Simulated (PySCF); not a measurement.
# One shape, several levels: C2H10GeN+ (SMILES C[NH+](C)[GeH3])

Wanted: a comparison of 5 runs (PBE0/STO-3G, TPSS/STO-3G, B3LYP/6-31G*, PBE0/def2-SVP, MP2/pcseg-1) of C2H10GeN+. 

The calculation is run with PySCF 2.14.0.

### Step 1. The molecule

The species is C2H10GeN+ (14 atoms), meant as a singlet with charge +1. SMILES: `C[NH+](C)[GeH3]`. The shape comes from GFN2-xTB, which is rough for such elements, and wasn't checked as a minimum.

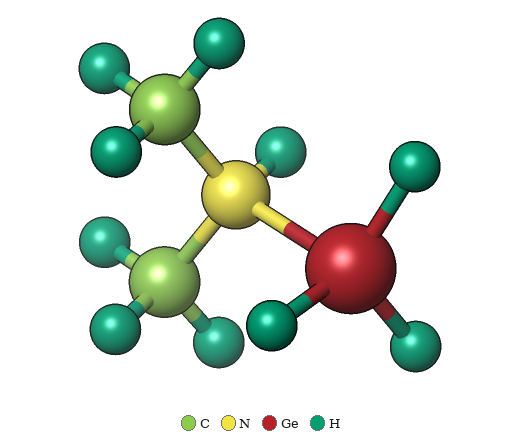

The structure, seen from a chosen angle (carbon green, nitrogen yellow, germanium red, hydrogen teal).

### Step 2. Energy and forces at PBE0/STO-3G (run 1)

Input file run.py:

```python
from pyscf import gto, dft

mol = gto.M(
    atom='''
C     -0.258640     1.111710    -0.933220
N     -0.411130     0.117020     0.139680
C      0.339650     0.506730     1.342740
Ge     0.126690    -1.726900    -0.491540
H     -0.859700     0.827420    -1.797860
H     -0.572880     2.100040    -0.596900
H      0.787870     1.161860    -1.235680
H     -1.402260     0.088770     0.392350
H      1.404020     0.547130     1.108880
H      0.182790    -0.224300     2.136780
H      0.022890     1.486640     1.700450
H     -0.157250    -2.566550     0.710340
H      1.567030    -1.500740    -0.806860
H     -0.769070    -1.928850    -1.669160
''',
    charge=1,
    verbose=4,
    max_memory=1860,
    basis='sto-3g',
)

mf = dft.RKS(mol, xc='pbe0')
mf.grids.level = 5
mf.conv_tol = 1e-10
mf.kernel()
if not mf.converged:
    mf = mf.newton().run(mf.mo_coeff, mf.mo_occ)

e_final = mf.e_tot
print(f'total energy: {e_final:.8f} hartree')
grad = mf.nuc_grad_method().kernel()
mf.analyze()
```

Started as:

```
OMP_NUM_THREADS=1 python run.py
```

The program printed:

```text
PySCF version 2.14.0

[... 97 lines left out ...]
Two-electron Energy =                 1152.488136890684473
[... 10 lines left out ...]
MO #7   energy= -10.3099182275739  occ= 2
[... 8 lines left out ...]
MO #16  energy= -0.767442146115794 occ= 2
[... 8 lines left out ...]
MO #25  energy= -0.542168834804854 occ= 2
[... 8 lines left out ...]
MO #34  energy= 0.118631968510339  occ= 0
[... 8 lines left out ...]
MO #43  energy= 0.314545685246827  occ= 0
[... 61 lines left out ...]
WARN: System has nonzero charge 1; the dipole moment is origin-dependent.
Location of origin: [0. 0. 0.]

Dipole moment(X, Y, Z, Debye): -1.03681, -1.36743, -0.08564
```

Wall time 26 s (1 thread of Intel Xeon at 2.70GHz, shared host); peak memory 0.47 GiB.

### Step 3. Energy and gradient at TPSS/STO-3G (run 2)

Input file input.py:

```python
import pyscf.grad
from pyscf import gto, dft

mol = gto.Mole()
mol.atom = '''
C     -0.258640     1.111710    -0.933220
N     -0.411130     0.117020     0.139680
C      0.339650     0.506730     1.342740
Ge     0.126690    -1.726900    -0.491540
H     -0.859700     0.827420    -1.797860
H     -0.572880     2.100040    -0.596900
H      0.787870     1.161860    -1.235680
H     -1.402260     0.088770     0.392350
H      1.404020     0.547130     1.108880
H      0.182790    -0.224300     2.136780
H      0.022890     1.486640     1.700450
H     -0.157250    -2.566550     0.710340
H      1.567030    -1.500740    -0.806860
H     -0.769070    -1.928850    -1.669160
'''
mol.charge = 1
mol.verbose = 4
mol.max_memory = 1860
mol.basis = 'sto-3g'
mol.build()

ks = dft.RKS(mol, xc='tpss')
ks.grids.level = 5
ks.conv_tol = 1e-10
ks.kernel()
if not ks.converged:
    ks = ks.newton().run(ks.mo_coeff, ks.mo_occ)

e_final = ks.e_tot
print(f'total energy: {e_final:.8f} hartree')
grad = ks.Gradients().kernel()
dip = ks.dip_moment()
pop, q = ks.mulliken_pop()
```

Started as:

```
OMP_NUM_THREADS=1 python input.py
```

The program printed:

```text
PySCF version 2.14.0

[... 81 lines left out ...]
converged SCF energy = -2188.24376292985
total energy: -2188.24376293 hartree
[... 13 lines left out ...]
WARN: System has nonzero charge 1; the dipole moment is origin-dependent.
[... 2 lines left out ...]
Dipole moment(X, Y, Z, Debye): -1.05538, -1.26851, -0.05484
[... 58 lines left out ...]
charge of   13H =     -0.02607
```

It took 41 s on 1 thread of Intel Xeon at 2.70GHz, shared host; peak memory 0.48 GiB.

Runs 3 to 4 aren't shown in full; the table further down has their settings and results.

### Step 4. Energy and gradient at MP2/pcseg-1 (run 5)

Input file job.py:

```python
from pyscf import gto, mp

system = gto.Mole()
system.atom = '''
C       -0.258640       1.111710      -0.933220
N       -0.411130       0.117020       0.139680
C        0.339650       0.506730       1.342740
Ge       0.126690      -1.726900      -0.491540
H       -0.859700       0.827420      -1.797860
H       -0.572880       2.100040      -0.596900
H        0.787870       1.161860      -1.235680
H       -1.402260       0.088770       0.392350
H        1.404020       0.547130       1.108880
H        0.182790      -0.224300       2.136780
H        0.022890       1.486640       1.700450
H       -0.157250      -2.566550       0.710340
H        1.567030      -1.500740      -0.806860
H       -0.769070      -1.928850      -1.669160
'''
system.basis = 'pcseg-1'
system.max_memory = 1860
system.charge = 1
system.verbose = 3
system.build()

mf = system.RHF()
mf.conv_tol = 1e-10
mf.kernel()
if not mf.converged:
    mf = mf.newton().run(mf.mo_coeff, mf.mo_occ)

pt = mp.MP2(mf, frozen=12).run()
e_final = pt.e_tot
print('Final energy', e_final)
grad = pt.nuc_grad_method().kernel()
mf.analyze()
```

Started as:

```
OMP_NUM_THREADS=1 python job.py
```

The program printed:

```text
converged SCF energy = -2210.8384716987
[... 30 lines left out ...]
MO #19  energy= -1.16848060622671  occ= 2
[... 19 lines left out ...]
MO #39  energy= 0.076811933331534  occ= 0
[... 19 lines left out ...]
MO #59  energy= 0.668591043917172  occ= 0
[... 19 lines left out ...]
MO #79  energy= 1.80109244702226   occ= 0
[... 19 lines left out ...]
MO #99  energy= 2.30935419157458   occ= 0
[... 19 lines left out ...]
MO #119 energy= 3.59536922067081   occ= 0
[... 16 lines left out ...]
WARN: System has nonzero charge 1; the dipole moment is origin-dependent.
Location of origin: [0. 0. 0.]

Dipole moment(X, Y, Z, Debye): -0.77851, -1.45412, -0.17455
```

Wall time 79 s (1 thread of Intel Xeon at 2.70GHz, shared host); peak memory 1.6 GiB.

### Step 5. The series

| run | level | integration grid | frozen core orbitals | energy (Eh) | HOMO energy (eV) | LUMO energy (eV) | HOMO–LUMO gap (eV) | wall time |
| --- | --- | --- | --- | --- | --- | --- | --- | --- |
| 1 | PBE0/STO-3G | 5 | – | -2187.860494 | -12.57 | -1.93 | 10.64 | 26 s |
| 2 | TPSS/STO-3G | 5 | – | -2188.243763 | -9.28 | -3.02 | 6.26 | 41 s |
| 3 | B3LYP/6-31G* (spherical functions) | 5 | – | -2213.497760 | -14.51 | -5.39 | 9.12 | 69 s |
| 4 | PBE0/def2-SVP | 5 | – | -2212.949293 | -14.81 | -5.17 | 9.64 | 85 s |
| 5 | MP2/pcseg-1 | – | 12 | -2211.412785 | -18.19 | -1.93 | 16.26 | 79 s |

### Step 6. What came out

| quantity | value |
| --- | --- |
| run 5: total energy | -2211.41279 Eh |
| run 5: HOMO energy (Hartree–Fock orbitals) | -18.19 eV |
| run 5: LUMO energy (Hartree–Fock orbitals) | -1.93 eV |
| run 5: HOMO–LUMO gap (Hartree–Fock orbitals) | 16.26 eV |
| run 5: correlation energy (12 core orbitals frozen) | -574.3 mEh |
| run 5: largest force on an atom | 0.932 eV/Å |

What this shows: Over runs 1, 2, 3, 4 the HOMO–LUMO gap runs from 6.26 eV (TPSS/STO-3G) to 10.64 eV (PBE0/STO-3G). Totals of different functionals can't be ranked against each other. In runs 1, 2 the basis is minimal, so the values are rough. All runs together took 5 min, the longest 85 s.
